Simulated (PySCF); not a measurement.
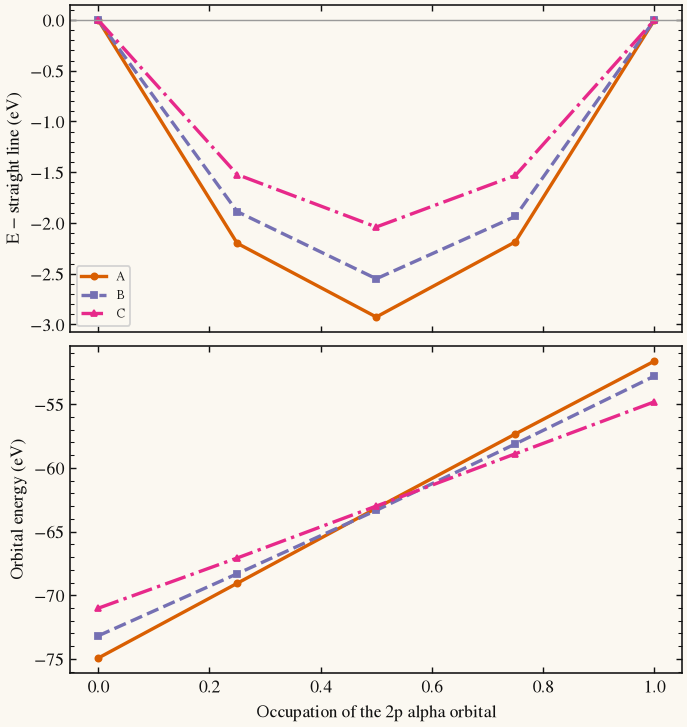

One 2p alpha orbital of F²⁺ ([He] 2s² 2p³) is emptied in steps. The plot gives the energy less the straight line between the integer ends; the lower panel gives the orbital energy. PySCF, aug-cc-pVDZ, non-relativistic, unrestricted single determinants, no spin-orbit coupling. The curves are LDA, PBE0 and r2SCAN in some order.

**Which curve is which method, and what does its shape mean?**

A is LDA: convex (delocalisation error), largest departure −2.9 eV, removal energy 63.21 eV, orbital energy from −51.6 eV when full to −74.9 eV when empty; B is r2SCAN: convex (delocalisation error), largest departure −2.5 eV, removal energy 63.20 eV, orbital energy from −52.8 eV when full to −73.2 eV when empty; C is PBE0: convex (delocalisation error), largest departure −2.0 eV, removal energy 62.97 eV, orbital energy from −54.8 eV when full to −71.0 eV when empty. The NIST semi-empirical removal energy is 62.71 eV. The exact energy is a straight line between whole electron numbers.
